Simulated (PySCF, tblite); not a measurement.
# C5H10AlBO: geometry, infrared bands and NMR shifts

What infrared bands and NMR shifts should C5H10AlBO (`C[O][AlH][C@@H]1BCC=C1`) show?

Programs: tblite 0.8.0 and PySCF 2.14.0, with density-fitted response routines of our own. Each step states its level of theory. These are calculated values for one molecule in the gas phase, unless marked as measured. Atoms are numbered from 0 throughout.

### 1 The starting structure

18 atoms, charge 0, multiplicity 1; geometry from: force field or distance geometry start.

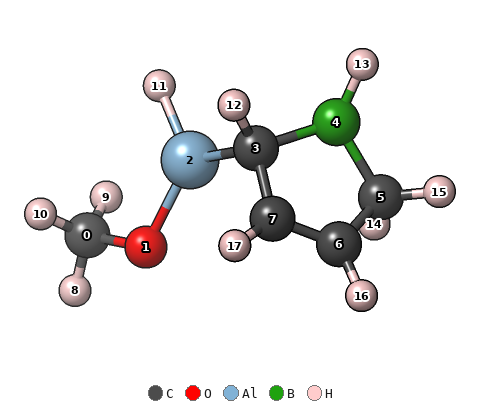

As it starts; carbon dark grey, oxygen red, aluminium light blue, boron green, hydrogen pink, atoms numbered.

### 2 Geometry optimisation with GFN2-xTB

The job: settings as JSON, then the geometry in Å.

```
{"job": {"kind": "relax", "xc": "GFN2-xTB", "basis": "xTB"}, "charge": 0, "multiplicity": 1}
C      3.513700     0.498100    -0.133100
O      2.140900     0.719300     0.128600
Al     1.111200    -0.650900    -0.514600
C     -0.769800    -0.971700     0.022400
B     -1.751400    -0.888900    -1.228800
C     -2.275600     0.604700    -1.174200
C     -2.124800     0.913800     0.265500
C     -1.327400     0.081400     0.912300
H      4.001000     1.477300     0.040800
H      3.632000     0.178800    -1.187600
H      3.858600    -0.252400     0.589900
H      1.852500    -1.848400    -1.269000
H     -0.903800    -2.006100     0.487500
H     -2.329800    -1.785500    -1.702300
H     -1.571700     1.309400    -1.709400
H     -3.311100     0.716900    -1.526700
H     -2.635900     1.760000     0.748200
H     -1.117500     0.150600     1.973900
```

Run with:

```sh
$ OMP_NUM_THREADS=1 python probes_run.py task.json out
```

The driver reads the jobs from task.json and runs them one after another.

**Question.** This job is followed by: GFN2-xTB harmonic vibrations, gas phase; GIAO PBE0/pcSseg-1 NMR shielding, non-relativistic, gas phase. Predict these results of the whole session: strongest single infrared mode (GFN2-xTB); zero-point energy (GFN2-xTB); ¹³C shifts against TMS (PBE0/pcSseg-1); ¹H shifts against TMS (PBE0/pcSseg-1, means over atoms taken as alike); ¹⁷O shifts against H2O (PBE0/pcSseg-1); ²⁷Al shifts against AlH4- (PBE0/pcSseg-1); ¹¹B shifts against BF3·OEt2 (PBE0/pcSseg-1); surface potential, least and greatest.

**Answer**, as computed:

```
                                                              quantity                                               value
                             strongest single infrared mode (GFN2-xTB)                               1846 cm⁻¹, 486 km/mol
                                          zero-point energy (GFN2-xTB)                                       84.0 kcal/mol
                                ¹³C shifts against TMS (PBE0/pcSseg-1)                 146.7, 141.8, 115.0, 58.2, 42.2 ppm
¹H shifts against TMS (PBE0/pcSseg-1, means over atoms taken as alike)  7.58, 6.83, 6.80, 6.08, 4.49, 4.16, 2.63, 2.34 ppm
                                ¹⁷O shifts against H2O (PBE0/pcSseg-1)                                            70.1 ppm
                             ²⁷Al shifts against AlH4- (PBE0/pcSseg-1)                                           106.4 ppm
                           ¹¹B shifts against BF3·OEt2 (PBE0/pcSseg-1)                                            66.5 ppm
                                 surface potential, least and greatest                                  -0.74 V and 2.07 V
```

What this shows: The optimisation took 159 steps and gained 1.419 eV; among the close pairs (by a distance rule), Al2–B4 changed most, from 2.960 to 2.410 Å. No mode is imaginary among the 48: a minimum at this level. The strongest single mode, at 1846 cm⁻¹, moves mainly H11. Unscaled tight-binding wavenumbers are off by several per cent, some by more. Its intensities can rank the bands wrongly. By nearest atom (PBE0/pcSseg-1), the HOMO sits on C6 28 %; C3, C7 about 16 % each and the LUMO on Al2 26 %; B4 23 %.
